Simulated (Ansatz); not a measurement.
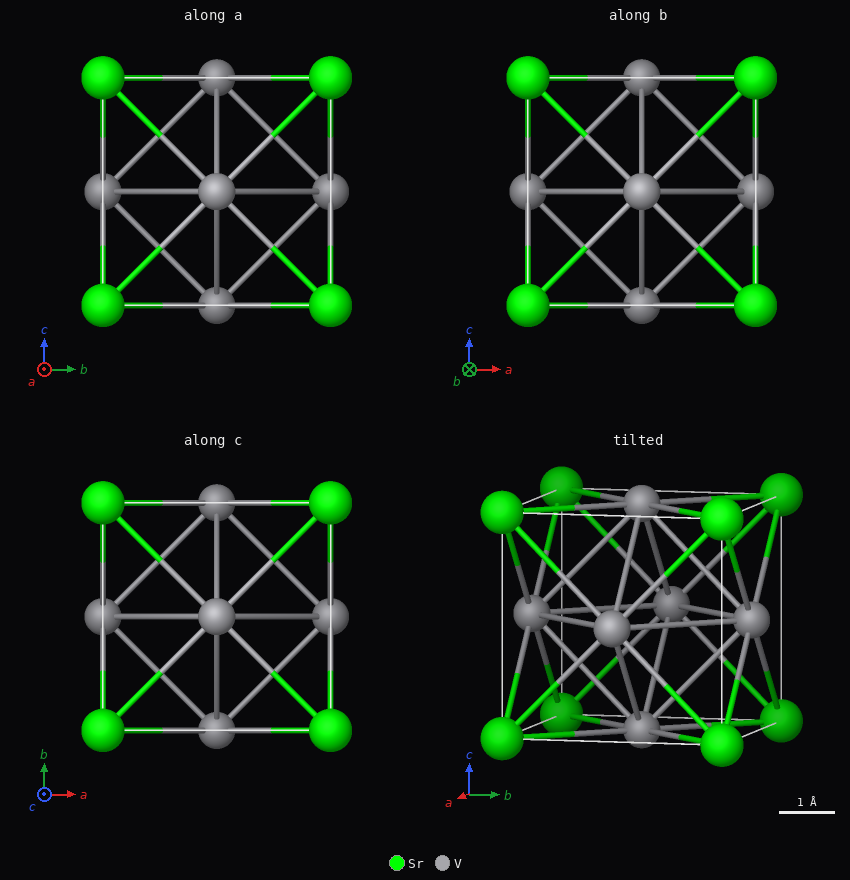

This ball-and-stick model is shown along the a axis, along the b axis, along the c axis and slightly off an axis. Thin lines show the conventional unit cell, with boundary atoms drawn in all their periodic places.

Lattice parameters: a = 4.208 Å, b = 4.208 Å, c = 4.208 Å, α = 90.00°, β = 90.00°, γ = 90.00°.

> Put the structure into a table of Wyckoff sites.

Space group Pm-3m (No. 221).
```json
{"atom": "Sr", "site": "1a", "x": "0.0000", "y": "0.0000", "z": "0.0000"}
{"atom": "V", "site": "3c", "x": "0.0000", "y": "0.5000", "z": "0.5000"}
```

The structure comes from a structure type filled with these elements by a generator (whether the compound takes this form wasn't checked). It is drawn as it came out of a relaxation with Ansatz 0.2.0, DFT PBE, scalar-relativistic, plane waves, PAW.
